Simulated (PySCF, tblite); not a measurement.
Bond stretch in H2, singlet.

GFN2-xTB, 300 K electronic temperature (tblite); UHF/cc-pVQZ (PySCF); RHF/cc-pVQZ (PySCF).

Energies are in eV, each relative to the lowest point of its own curve near equilibrium.

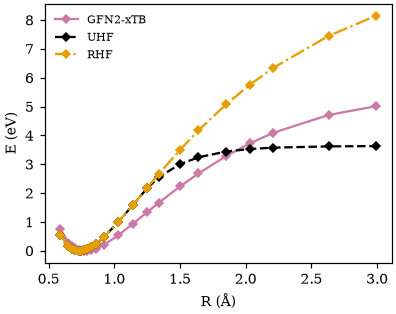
Energy against bond length for each method.

```csv
R / Å,GFN2-xTB,UHF,RHF
0.59,0.740,0.557,0.557
0.65,0.287,0.164,0.164
0.68,0.154,0.063,0.063
0.70,0.092,0.024,0.024
0.73,0.031,0.000,0.000
0.75,0.009,0.005,0.005
0.77,0.000,0.023,0.023
0.79,0.002,0.055,0.055
0.82,0.022,0.122,0.122
0.86,0.076,0.242,0.242
0.92,0.205,0.473,0.473
1.03,0.539,0.996,0.996
1.14,0.933,1.582,1.582
1.25,1.342,2.175,2.185
1.34,1.672,2.556,2.673
1.50,2.231,3.006,3.502
1.64,2.682,3.243,4.174
1.85,3.284,3.442,5.078
2.03,3.723,3.530,5.754
2.21,4.094,3.578,6.347
2.63,4.710,3.621,7.451
2.99,5.013,3.631,8.151
```

At the longest distance, 2.99 Å, RHF lies highest above its minimum (8.151 eV) and UHF lowest (3.631 eV).

The unrestricted determinant behind UHF is spin-contaminated at 1.25 to 2.99 Å (<S²> up to 1.0, against 0.00 for a pure singlet). The restricted form behind RHF keeps the bonding electrons paired and can't separate into open-shell fragments.
